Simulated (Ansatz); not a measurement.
# Calculations on C$_{2}$H$_{7}$B$_{2}$N

## 1. Relaxation

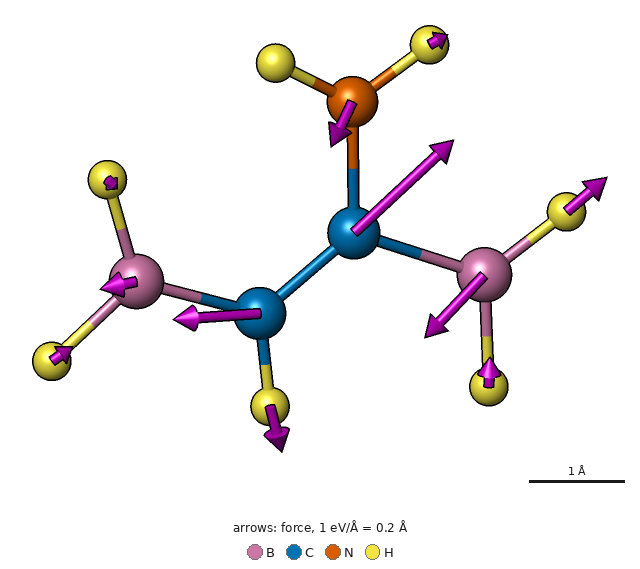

Starting geometry of C$_{2}$H$_{7}$B$_{2}$N with the computed forces as purple arrows. The picture is a ball-and-stick view, seen at a tilt.

The run prepares an end point of a later path (torsion) calculation, from a guessed geometry.

The calculation used Ansatz 0.2.0, RKS PBE-D4/STO-3G.

The input:
```yaml
crystal:
  periodic: [false, false, false]
  atoms:
    - { symbol: B, position_ang: [-1.4548, 1.4086, 0.2949] }
    - { symbol: C, position_ang: [-0.9075, 0.0001, 0.3683] }
    - { symbol: C, position_ang: [0.2848, -0.3684, -0.0688] }
    - { symbol: B, position_ang: [0.8298, -1.8599, 0.1066] }
    - { symbol: "N", position_ang: [1.2476, 0.5387, -0.6733] }
    - { symbol: H, position_ang: [-2.5939, 1.6622, 0.693] }
    - { symbol: H, position_ang: [-0.8905, 2.3708, -0.1704] }
    - { symbol: H, position_ang: [-1.5237, -0.7167, 0.8089] }
    - { symbol: H, position_ang: [1.8273, -2.2042, -0.2127] }
    - { symbol: H, position_ang: [0.0299, -2.6623, 0.6222] }
    - { symbol: H, position_ang: [2.1739, 0.2125, -0.9495] }
    - { symbol: H, position_ang: [1.0541, 1.5635, -0.785] }
basis:
  gaussian: { orbitals: STO-3G }
hamiltonian:
  xc: pbe
  dispersion: d4
relax:
  f_tol: 0.015
  max_steps: 40
```

Command:
```bash
ansatz run input.yaml --threads 1 --pin off --max-ram 2048MiB --backend cpu --events-out ev --progress --plain --runs-dir out
```

Q: What follows when this structure is relaxed?

A: It isn't relaxed: the largest force vector, on C3, is 7.28 eV/Å. The final displacements follow the starting forces only in part (cosine between the two patterns 0.32). The energy falls by 68.7 kJ/mol in 10 geometry steps. Largest force component: 6.8 eV/Å at the start, 0.0048 eV/Å at the end. The largest moves after the best rigid fit, 0.18 Å, are those of N5 and H7. Largest moves by element: H 0.18 Å, N 0.18 Å, C 0.07 Å, B 0.06 Å. Some distances before and after: C2–C3 1.322 → 1.418 Å, B4–H9 1.102 → 1.182 Å, B4–H10 1.245 → 1.179 Å, C2–H8 1.043 → 1.105 Å. Among the angles between lasting bonds that change: C3–C2–H8 118.7° → 113.0°, C2–B1–H7 126.2° → 120.8°, H6–B1–H7 113.1° → 118.2°.

Limits of the set-up: STO-3G is a minimal basis, so the numbers are rough.

## 2. Relaxation

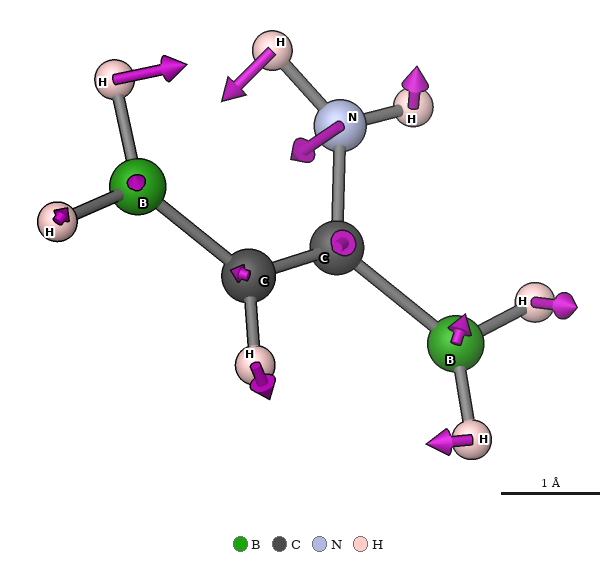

This is a relaxation of C₂H₇B₂N. The starting structure is drawn; purple arrows show the displacements, 5 times their true length. The two geometries are superimposed by the best rigid fit.

A ball-and-stick model, seen at a tilt.

The run prepares an end point of a later path (torsion) calculation, from a guessed geometry.

Computed with Ansatz, RKS PBE-D4/STO-3G. Settings: no spin polarisation; force threshold 0.015 eV/Å; at most 40 steps.

### Describe the change and its energy.

The largest move after the best rigid fit is that of the N atom, 0.17 Å. Largest moves by element: N 0.17 Å, H 0.17 Å, C 0.09 Å, B 0.07 Å. Some distances before and after: C–C 1.322 → 1.418 Å, B–H 1.102 → 1.179 Å, B–H 1.245 → 1.182 Å, C–H 1.043 → 1.105 Å. Among the angles between lasting bonds that change: C–C–H 118.7° → 113.1°, C–B–H 126.2° → 120.8°, H–B–H 113.1° → 118.2°. Over 11 accepted moves (15 points after the start) the energy falls by 16.5 kcal/mol. The largest force component goes from 6.3 to 0.0059 eV/Å. The line search rejected the trial steps at points 2, 8, 10, 12 of the run.

Limits of the set-up: STO-3G is a minimal basis, so the numbers are rough.

## 3. Path

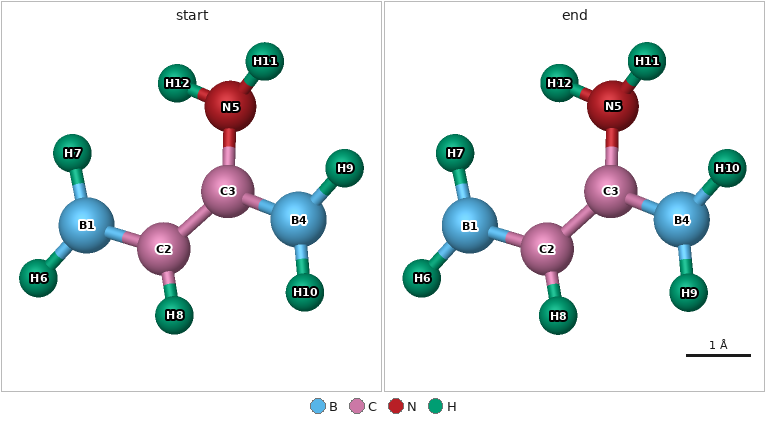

The two relaxed end points of a path for C₂H₇B₂N. The picture is a ball-and-stick view, seen at a tilt.

Method: RKS PBE-D4/STO-3G in Ansatz.

Input
```yaml
crystal:
  periodic: [false, false, false]
  atoms:
    - { symbol: B, position_ang: [-1.463782, 1.461504, 0.320301] }
    - { symbol: C, position_ang: [-0.959461, 0.040056, 0.346792] }
    - { symbol: C, position_ang: [0.309971, -0.396538, -0.11066] }
    - { symbol: B, position_ang: [0.809422, -1.84829, 0.125371] }
    - { symbol: "N", position_ang: [1.163678, 0.466486, -0.81338] }
    - { symbol: H, position_ang: [-2.555891, 1.723647, 0.676051] }
    - { symbol: H, position_ang: [-0.76639, 2.345197, -0.043133] }
    - { symbol: H, position_ang: [-1.569901, -0.776567, 0.772206] }
    - { symbol: H, position_ang: [1.928213, -2.138871, -0.120084] }
    - { symbol: H, position_ang: [0.0727, -2.650882, 0.575533] }
    - { symbol: H, position_ang: [2.182551, 0.228985, -0.869481] }
    - { symbol: H, position_ang: [0.92589, 1.490173, -0.825317] }
basis:
  gaussian: { orbitals: STO-3G }
hamiltonian:
  xc: pbe
  dispersion: d4
neb:
  order_check: false
  images: 7
  f_tol: 0.05
  max_iterations: 60
  initial_path: idpp
  final_atoms:
    - { symbol: B, position_ang: [-1.46367222, 1.46138942, 0.32034583] }
    - { symbol: C, position_ang: [-0.96043588, 0.03949394, 0.34501317] }
    - { symbol: C, position_ang: [0.30939185, -0.39698391, -0.11176789] }
    - { symbol: B, position_ang: [0.80974318, -1.84821736, 0.12555229] }
    - { symbol: "N", position_ang: [1.1636632, 0.46640842, -0.81335387] }
    - { symbol: H, position_ang: [-2.5548136, 1.72414684, 0.67824233] }
    - { symbol: H, position_ang: [-0.76651604, 2.34516856, -0.04323508] }
    - { symbol: H, position_ang: [-1.57168859, -0.77693245, 0.76969862] }
    - { symbol: H, position_ang: [0.07289961, -2.65163521, 0.57396551] }
    - { symbol: H, position_ang: [1.92965924, -2.13728038, -0.11678519] }
    - { symbol: H, position_ang: [2.18246905, 0.22925784, -0.86838394] }
    - { symbol: H, position_ang: [0.92630021, 1.49008429, -0.82509278] }
```

Command:
```bash
ansatz run input.yaml --threads 1 --pin off --max-ram 2048MiB --backend cpu --events-out ev --progress --plain --runs-dir out
```

> What barrier does the band find between them, and by what path?

The barrier is about 27.6 kJ/mol in both directions, with image 4 at the top; the ends have the same energy. The motion is a rotation about the C3–B4 bond by about 180°. No bond forms or breaks between the ends. Bond angles that change up to the highest image, for instance: C2–C3–B4 121.8° → 115.1°, B4–C3–N5 117.1° → 122.2°. The band is converged.

Energies of the converged images:

```tsv
image	path (Å)	E (kJ/mol)
0	0.00	0.0
1	0.64	1.4
2	1.28	7.8
3	1.93	19.6
4	2.57	27.6
5	3.13	20.7
6	3.69	8.8
7	4.25	1.8
8	4.80	0.0
```

The geometry at the top of the path:

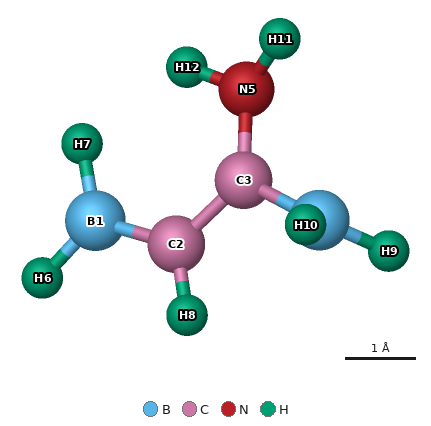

Limits of the set-up: STO-3G is a minimal basis, so the numbers are rough.
